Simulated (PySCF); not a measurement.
**C3H5, charge −1, SMILES `C=C[CH2-]`: what the electrons do**

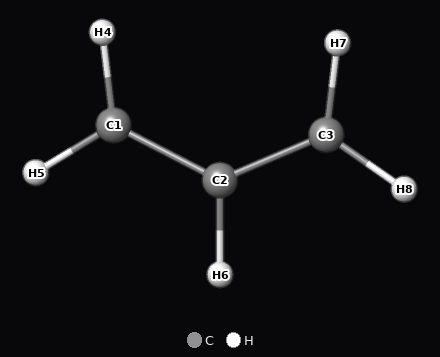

The molecule, with its atoms numbered as below. No frequency check shows the geometry to be a minimum.

Coordinates in Å:

```
C1       1.2439   -0.1832    0.0000
C2      -0.0000    0.4002    0.0000
C3      -1.2439   -0.1832    0.0000
H4       1.3748   -1.2591    0.0000
H5       2.1539    0.4082    0.0000
H6      -0.0003    1.4996    0.0000
H7      -1.3748   -1.2591    0.0000
H8      -2.1539    0.4081    0.0000
```

Part 1: Bonding charge

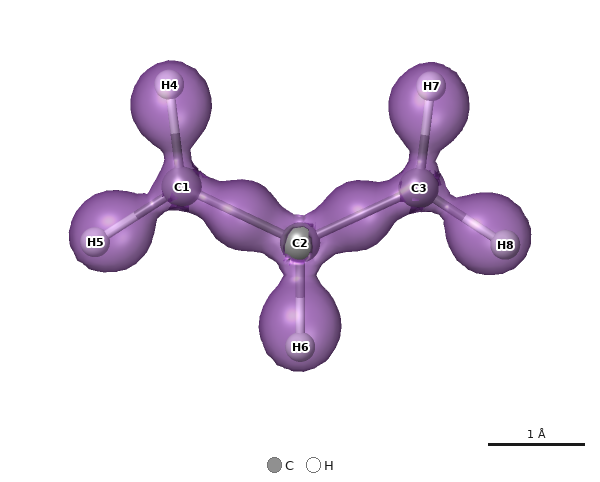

Deformation density (molecule less spherical, spin-averaged free atoms at the same positions), surfaces at ±0.2 e/Å³; purple: gain, green: loss.

PySCF calculation, TPSS/6-311+G**, gas phase; geometry: GFN2-xTB. The highest occupied Kohn–Sham orbital has positive energy, a self-interaction fault of such functionals for anions. This is a single-reference result, which may miss multireference character in this system.

Question: Describe the bonding that the map shows.

Answer: C2–H6: +0.62 e/Å³ at the bond critical point (bond length 1.10 Å). C1–H4 and C3–H7: +0.59 e/Å³ at the bond critical point (bond length 1.08 Å). C3–H8 and C1–H5: +0.59 e/Å³ at the bond critical point (bond length 1.08 Å). C2–C3 and C1–C2: +0.58 e/Å³ at the bond critical point (bond length 1.37 Å). In all, 2.0 electrons gather in the regions of gain relative to the promolecule of neutral atoms (this includes the anion's extra charge).

Question: Where do the Hirshfeld charges lie?

Answer: The highest Hirshfeld charge is on H6 (−0.01 e), the lowest on C1 and C3 (−0.32 e).

Part 2: Bond critical points

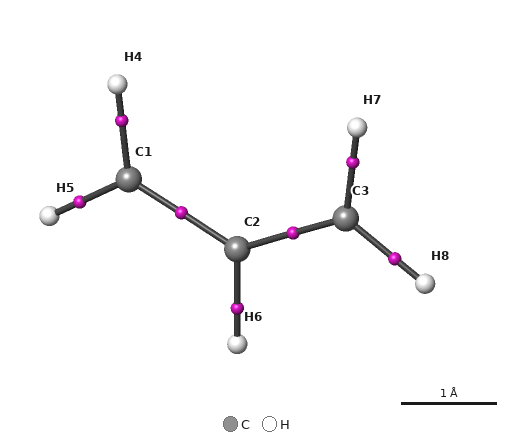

Molecular graph of the electron density (QTAIM): bond paths, bond critical points (magenta), ring points (cyan, if any); weak paths are dashed.

Question: How many critical points of each kind are there, and does the count close?

Answer: 8 nuclei, 7 bond, 0 ring and 0 cage critical points: 8 − 7 + 0 − 0 = 1, as the Poincaré–Hopf relation requires.

Question: Give the properties at the bond critical points.

Answer:
```json
{"bond": "C2–C3 (2 alike)", "length (Å)": "1.374", "ρ (a.u.)": "0.311", "∇²ρ (a.u.)": "−0.85", "ε": "0.31", "H (a.u.)": "−0.327"}
{"bond": "C1–H4 (2 alike)", "length (Å)": "1.084", "ρ (a.u.)": "0.268", "∇²ρ (a.u.)": "−0.86", "ε": "0.08", "H (a.u.)": "−0.268"}
{"bond": "C2–H6", "length (Å)": "1.099", "ρ (a.u.)": "0.267", "∇²ρ (a.u.)": "−0.88", "ε": "0.01", "H (a.u.)": "−0.263"}
{"bond": "C3–H8 (2 alike)", "length (Å)": "1.085", "ρ (a.u.)": "0.267", "∇²ρ (a.u.)": "−0.85", "ε": "0.10", "H (a.u.)": "−0.266"}
```

Question: What kind of interaction is C2–C3?

Answer: Shared-shell (covalent): ρ = 0.311, ∇²ρ = −0.85, H = −0.327 a.u. Its ellipticity of 0.31 shows that the density isn't cylindrical about the bond.

Part 3: Electrostatic potential

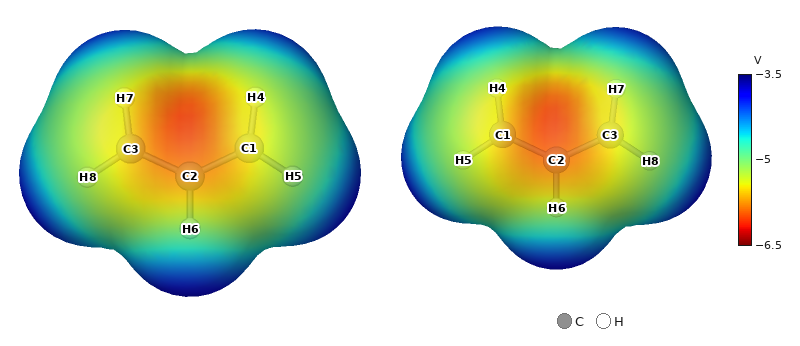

Electrostatic potential on the surface of electron density 0.001 a.u. (back view left, front view right).

Question: Where are the extremes of the potential on the surface?

Answer: Highest: −3.78 V, 1.4 Å from H6. Lowest: −6.05 V, off the C2–C3 bond (2.2 to 2.3 Å from its atoms), and at like points elsewhere. The surface is sampled at points, so like sites can differ by a few per cent and only the strongest of them is named.

Question: What volume does the surface enclose?

Answer: About 94 Å³.

Part 4: In an electric field

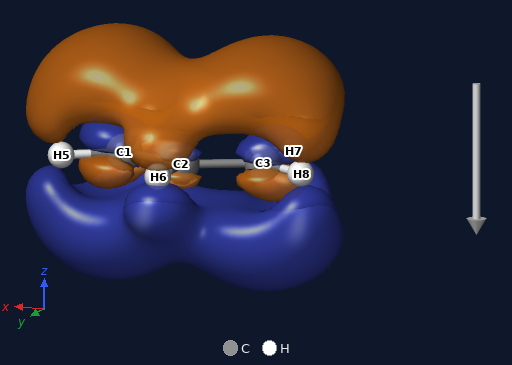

Change of the electron density in a uniform field of 0.15 V/Å along −z (arrow), surfaces at ±0.0006 e/Å³ (orange: gain, blue: loss).

Computed with PySCF, ωB97X/def2-SVPD, geometry: GFN2-xTB.

The field was applied in both directions; the picture shows the one opposite to the script's first.

Question: How large is the response?

Answer: The induced dipole is 0.36 D (along the field); α along this axis, from the fields in both directions, is 47 bohr³ (6.9 Å³).

Part 5: The π system

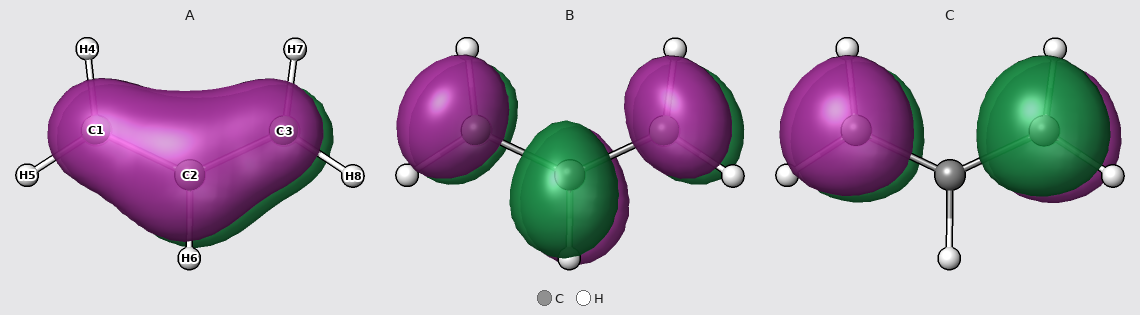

Natural orbitals of the π active space, CASSCF(4,3), triplet state at the geometry of the singlet, in order of falling occupation.

Level of theory: def2-SVP basis (PySCF), at a geometry from GFN2-xTB. The basis has no diffuse functions, which an anion needs.

Question: What are the natural occupation numbers?

Answer: A 2.00, B 1.00, C 1.00.

Question: Where does the lowest triplet lie relative to the singlet, at this geometry and within this active space?

Answer: 3.68 eV above it by strongly contracted NEVPT2 (+3.64 eV by CASSCF); a small basis tends to put such gaps a few tenths of an eV too high. This is a vertical energy for π states alone; a state that uses lone pairs or σ orbitals may lie lower.

The PySCF runs shown took 16 s, 16 s and 7.1 s on 1 thread of Arm Neoverse V2 (shared host).
